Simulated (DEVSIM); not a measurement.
Structure: abrupt Si p-n junction, at 300 K.

| layer (left to right) | material | thickness (μm) | Nd (cm⁻³) | Na (cm⁻³) | τn (s) | τp (s) |
|---|---|---|---|---|---|---|
| 1 | Si | 39.0 | - | 6.4e15 | 4.5e-7 | 1.5e-5 |
| 2 | Si | 160 | 7.5e15 | - | 1.5e-5 | 1.5e-5 |

Left contact: ohmic. Right contact: ohmic. Voltage is applied to the left contact. Recombination: SRH at mid-gap, radiative, Auger. Mobility is μmin + (μ − μmin)/(1 + (N/Nref)^α).

Constants are typed, rounded textbook-type inputs, not results; the design itself was drawn at random and stands for no fabricated device. Values at 300 K.

```tsv
parameter	Si
gap (eV)	1.124
affinity (eV)	4.05
permittivity	11.7
Nc (cm⁻³)	2.86e19
Nv (cm⁻³)	3.1e19
μn (cm²/Vs)	1417
μp (cm²/Vs)	470
μn,min	52
μp,min	45
Nref,n	9.7e16
Nref,p	2.2e17
αn	0.68
αp	0.72
B (cm³/s)	4.7e-15
Cn (cm⁶/s)	2.8e-31
Cp (cm⁶/s)	9.9e-32
```

Model (solved in DEVSIM): 1D drift-diffusion, Boltzmann statistics, complete ionisation; no tunnelling, impact ionisation, image-force lowering or self-heating.

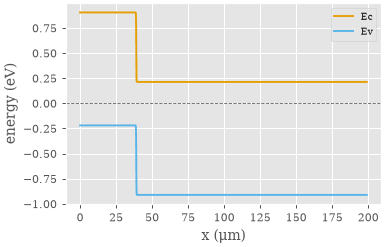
Band edges at zero bias

Energies count from the Fermi level of the right contact; mesh points crowd at the junctions.

```json
[
 {"x (μm)": "0.000", "Ec (eV)": "0.905", "Ev (eV)": "-0.219", "n (cm⁻³)": "18000", "p (cm⁻³)": "6.4e15", "field (V/cm)": "≈ 0"},
 {"x (μm)": "0.06456", "Ec (eV)": "0.905", "Ev (eV)": "-0.219", "n (cm⁻³)": "18000", "p (cm⁻³)": "6.4e15", "field (V/cm)": "≈ 0"},
 {"x (μm)": "0.2895", "Ec (eV)": "0.905", "Ev (eV)": "-0.219", "n (cm⁻³)": "18000", "p (cm⁻³)": "6.4e15", "field (V/cm)": "≈ 0"},
 {"x (μm)": "1.132", "Ec (eV)": "0.905", "Ev (eV)": "-0.219", "n (cm⁻³)": "18000", "p (cm⁻³)": "6.4e15", "field (V/cm)": "≈ 0"},
 {"x (μm)": "6.381", "Ec (eV)": "0.905", "Ev (eV)": "-0.219", "n (cm⁻³)": "18000", "p (cm⁻³)": "6.4e15", "field (V/cm)": "≈ 0"},
 {"x (μm)": "22.44", "Ec (eV)": "0.905", "Ev (eV)": "-0.219", "n (cm⁻³)": "18000", "p (cm⁻³)": "6.4e15", "field (V/cm)": "≈ 0"},
 {"x (μm)": "34.34", "Ec (eV)": "0.905", "Ev (eV)": "-0.219", "n (cm⁻³)": "18000", "p (cm⁻³)": "6.4e15", "field (V/cm)": "≈ 0"},
 {"x (μm)": "38.21", "Ec (eV)": "0.905", "Ev (eV)": "-0.219", "n (cm⁻³)": "18000", "p (cm⁻³)": "6.4e15", "field (V/cm)": "≈ 0"},
 {"x (μm)": "38.80", "Ec (eV)": "0.863", "Ev (eV)": "-0.261", "n (cm⁻³)": "90000", "p (cm⁻³)": "1.3e15", "field (V/cm)": "-6400"},
 {"x (μm)": "38.96", "Ec (eV)": "0.626", "Ev (eV)": "-0.498", "n (cm⁻³)": "8.8e8", "p (cm⁻³)": "1.3e11", "field (V/cm)": "-22000"},
 {"x (μm)": "39.01", "Ec (eV)": "0.509", "Ev (eV)": "-0.615", "n (cm⁻³)": "7.9e10", "p (cm⁻³)": "1.5e9", "field (V/cm)": "-25000"},
 {"x (μm)": "39.16", "Ec (eV)": "0.262", "Ev (eV)": "-0.862", "n (cm⁻³)": "1.1e15", "p (cm⁻³)": "100000", "field (V/cm)": "-7900"},
 {"x (μm)": "39.63", "Ec (eV)": "0.213", "Ev (eV)": "-0.911", "n (cm⁻³)": "7.5e15", "p (cm⁻³)": "16000", "field (V/cm)": "≈ 0"},
 {"x (μm)": "41.39", "Ec (eV)": "0.213", "Ev (eV)": "-0.911", "n (cm⁻³)": "7.5e15", "p (cm⁻³)": "15000", "field (V/cm)": "≈ 0"},
 {"x (μm)": "52.39", "Ec (eV)": "0.213", "Ev (eV)": "-0.911", "n (cm⁻³)": "7.5e15", "p (cm⁻³)": "15000", "field (V/cm)": "≈ 0"},
 {"x (μm)": "88.48", "Ec (eV)": "0.213", "Ev (eV)": "-0.911", "n (cm⁻³)": "7.5e15", "p (cm⁻³)": "15000", "field (V/cm)": "≈ 0"},
 {"x (μm)": "163.6", "Ec (eV)": "0.213", "Ev (eV)": "-0.911", "n (cm⁻³)": "7.5e15", "p (cm⁻³)": "15000", "field (V/cm)": "≈ 0"},
 {"x (μm)": "189.0", "Ec (eV)": "0.213", "Ev (eV)": "-0.911", "n (cm⁻³)": "7.5e15", "p (cm⁻³)": "15000", "field (V/cm)": "≈ 0"},
 {"x (μm)": "197.2", "Ec (eV)": "0.213", "Ev (eV)": "-0.911", "n (cm⁻³)": "7.5e15", "p (cm⁻³)": "15000", "field (V/cm)": "≈ 0"},
 {"x (μm)": "198.5", "Ec (eV)": "0.213", "Ev (eV)": "-0.911", "n (cm⁻³)": "7.5e15", "p (cm⁻³)": "15000", "field (V/cm)": "≈ 0"},
 {"x (μm)": "198.9", "Ec (eV)": "0.213", "Ev (eV)": "-0.911", "n (cm⁻³)": "7.5e15", "p (cm⁻³)": "15000", "field (V/cm)": "≈ 0"},
 {"x (μm)": "199.0", "Ec (eV)": "0.213", "Ev (eV)": "-0.911", "n (cm⁻³)": "7.5e15", "p (cm⁻³)": "15000", "field (V/cm)": "≈ 0"}
]
```
